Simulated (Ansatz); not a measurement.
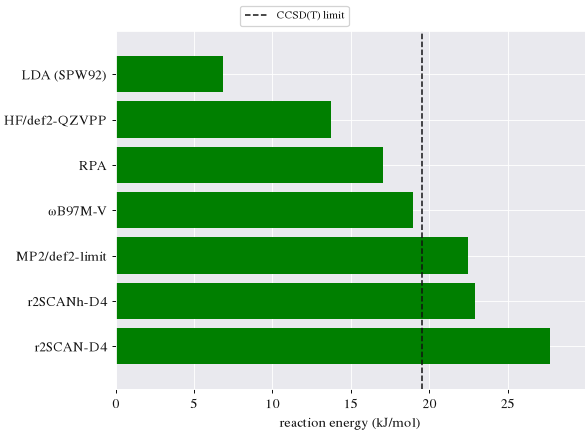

Electronic reaction energy of SnIF₃ ([F][Sn]([F])([F])[I]) + H₂ ([H][H]) → SnHIF₂ ([F][SnH]([F])[I]) + HF (F) (SMILES in brackets) at several levels (functionals in def2-TZVPP unless a basis is named), isolated molecules at PBE0-D4 triple-zeta geometries, minima by their frequencies, no zero-point or thermal terms, the Ansatz code. The line is frozen-core CCSD(T) at the basis limit (MP2 extrapolated from triple and quadruple zeta, plus CCSD(T) less MP2 in a smaller set). RPA holds a correlation term that converges slowly with the basis, so part of the distance to the limit is basis error. Core potentials past Kr. The limit lies 5.2 kJ/mol from CCSD(T)/def2-TZVPP, so the line itself is uncertain by a part of that.

Q: Which level comes closest to the line (CCSD(T) limit), and which misses most?

A: Closest ωB97M-V (19.0 kJ/mol), against 19.5 kJ/mol; farthest LDA (SPW92) (6.9 kJ/mol).

Q: Give the values.

A:
```csv
level,kJ/mol,less CCSD(T) limit
LDA (SPW92),6.9,−12.7
HF/def2-QZVPP,13.8,−5.8
RPA,17.0,−2.5
ωB97M-V,19.0,−0.6
MP2/def2-limit,22.5,2.9
r2SCANh-D4,22.9,3.4
r2SCAN-D4,27.7,8.2
CCSD(T) limit,19.5,0.0
```

Caveats: outer-core shells are correlated without core-valence functions, which makes the correlated values less sure; spin-orbit coupling is left out, and with Sn and I it can shift these values.
